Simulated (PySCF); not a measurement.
**One shape, several levels: H2O2 (SMILES OO)**

Wanted: a comparison of 6 runs (B3LYP/STO-3G, PBE0/STO-3G, UMP2/STO-3G, CCSDTQ/STO-3G, NEVPT2(14,10)/STO-3G, UCCSD(T)/STO-3G) of H2O2. 

The calculation is run with PySCF 2.14.0.

1 further run of the same task is left out (set aside as unsound or not needed).

## 1. The system as given

H2O2 has 4 atoms, charge 0, and is taken as a singlet. SMILES: `OO`. The O1–H3 distance was set to 1.448 Å, away from the relaxed value. At this shape a bond of the SMILES string is far longer than usual.

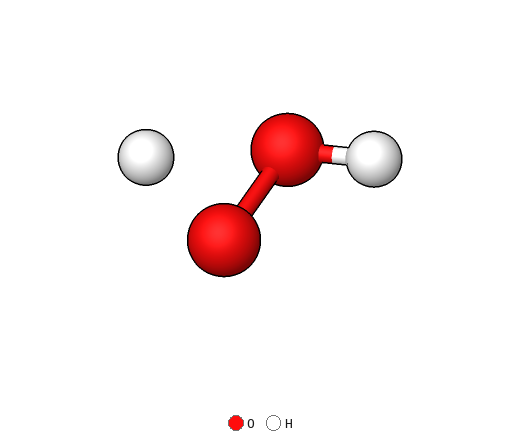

The structure, seen from a chosen angle (oxygen red, hydrogen white).

## 2. The energy at B3LYP/STO-3G (run 1)

Contents of job.py:

```python
from pyscf import gto, dft

system = gto.M(
    atom='''
O     -1.556046    -0.591732    -0.354919
O     -0.544853     1.882865    -0.021760
H      0.352245    -2.110824     0.883258
H     -0.159727     2.339044    -1.744812
''',
    verbose=3,
    unit='bohr',
    max_memory=1860,
    spin=0,
    basis='sto-3g',
)

myscf = dft.RKS(system, xc='b3lyp')
myscf.grids.level = 5
myscf.conv_tol = 1e-10
myscf.kernel()
if not myscf.converged:
    myscf = myscf.newton().run(myscf.mo_coeff, myscf.mo_occ)

etot = myscf.e_tot
print(f'total energy: {etot:.8f} hartree')
```

Command:

```console
$ OMP_NUM_THREADS=1 python job.py
```

The program printed:

```text
converged SCF energy = -149.38058377781
total energy: -149.38058378 hartree
```

Wall time 1.8 s (1 thread of Arm Neoverse V2, shared host); peak memory 0.17 GiB.

## 3. A single-point energy at PBE0/STO-3G (run 2)

Contents of start.xyz:

```xyz
4
H2O2
O     -0.823424    -0.313131    -0.187815
O     -0.288324     0.996369    -0.011515
H      0.186400    -1.117000     0.467400
H     -0.084524     1.237769    -0.923315
```

Contents of run.py:

```python
from pyscf import gto, dft

molecule = gto.M(
    atom='start.xyz',
    charge=0,
    max_memory=1860,
    verbose=3,
    basis='sto-3g',
)

ks = dft.RKS(molecule)
ks.xc = 'pbe0'
ks.conv_tol = 1e-10
ks.grids.level = 5
ks.kernel()
if not ks.converged:
    ks = ks.newton().run(ks.mo_coeff, ks.mo_occ)

energy = ks.e_tot
print('E = %.10f Eh' % energy)
```

Command:

```console
$ OMP_NUM_THREADS=1 python run.py
```

The program printed:

```text
converged SCF energy = -149.245696244267
E = -149.2456962443 Eh
```

Run time: 1.5 s. Hardware: 1 thread of Arm Neoverse V2, shared host; peak memory 0.17 GiB.

Runs 3 to 5 aren't shown in full; the table further down has their settings and results.

## 4. A single-point energy at UCCSD(T)/STO-3G (run 6)

Contents of run.py:

```python
from pyscf import gto, scf, cc

mol = gto.Mole()
mol.atom = '''
O     -1.556046    -0.591732    -0.354919
O     -0.544853     1.882865    -0.021760
H      0.352245    -2.110824     0.883258
H     -0.159727     2.339044    -1.744812
'''
mol.unit = 'bohr'
mol.verbose = 4
mol.basis = 'sto-3g'
mol.max_memory = 1860
mol.build()

mf = scf.UHF(mol)
mf.conv_tol = 1e-10
mf.kernel()
if not mf.converged:
    mf = mf.newton().run(mf.mo_coeff, mf.mo_occ)
for _ in range(3):
    mo, _, stable, _ = mf.stability(return_status=True)
    if stable:
        break
    mf.kernel(mf.make_rdm1(mo, mf.mo_occ))

mycc = cc.CCSD(mf, frozen=2)
mycc.kernel()
e_t = mycc.ccsd_t()
etot = mycc.e_tot + e_t
print('E(%s) = %.9f' % ('CCSD(T)', etot))
```

Command:

```console
$ OMP_NUM_THREADS=1 python run.py
```

The program printed:

```text
PySCF version 2.14.0

[... 100 lines left out ...]
converged SCF energy = -148.657072414689  <S^2> = 5.2133586e-10  2S+1 = 1
[... 76 lines left out ...]
converged SCF energy = -148.677974523736  <S^2> = 0.5352171  2S+1 = 1.7722495
[... 14 lines left out ...]
Init t2, MP2 energy = -0.0712678462604459
[... 22 lines left out ...]
UCCSD converged
[... 2 lines left out ...]
E(CCSD(T)) = -148.814642426
```

It took 0.89 s on 1 thread of Arm Neoverse V2, shared host; peak memory 0.12 GiB.

## 5. Overview of the runs

```
run                 level  integration grid  frozen core orbitals  energy (Eh)  dipole moment (D) of the reference  HOMO energy (eV)  LUMO energy (eV)  wall time
  1          B3LYP/STO-3G                 5                     –  -149.380584                                1.32             -3.71              2.25      1.8 s
  2           PBE0/STO-3G                 5                     –  -149.245696                                1.34             -3.97              2.64      1.5 s
  3           UMP2/STO-3G                 –                     2  -148.749242                                1.34             -9.85              9.62     0.77 s
  4         CCSDTQ/STO-3G                 –                     2  -148.815980                                1.39             -9.30              7.58      2.9 s
  5  NEVPT2(14,10)/STO-3G                 –                     –  -148.816098                                1.39             -9.30              7.58      9.6 s
  6       UCCSD(T)/STO-3G                 –                     2  -148.814642                                1.34             -9.85              9.62     0.89 s
```

## 6. What came out

| quantity | value |
| --- | --- |
| run 6: total energy | -148.81464 Eh |
| run 6: dipole moment (Hartree–Fock density) | 1.34 D |
| run 6: HOMO energy (Hartree–Fock orbitals) | -9.85 eV |
| run 6: LUMO energy (Hartree–Fock orbitals) | 9.62 eV |
| run 6: HOMO–LUMO gap (Hartree–Fock orbitals) | 19.47 eV |
| run 6: correlation energy (2 core orbitals frozen) | -136.7 mEh |
| run 6: (T) correction | -1.45 mEh |
| run 6: ⟨S²⟩ of the reference determinant | 0.535 |
| run 6: T1 diagnostic | 0.075 |

In words: Totals of different functionals can't be ranked against each other. In runs 1, 2, 3, 4, 5, 6 the basis is minimal, so the values are rough. Spin contamination of the reference: run 6 ⟨S²⟩ = 0.54, run 3 ⟨S²⟩ = 0.54. All runs together took 18 s, the longest 9.6 s.
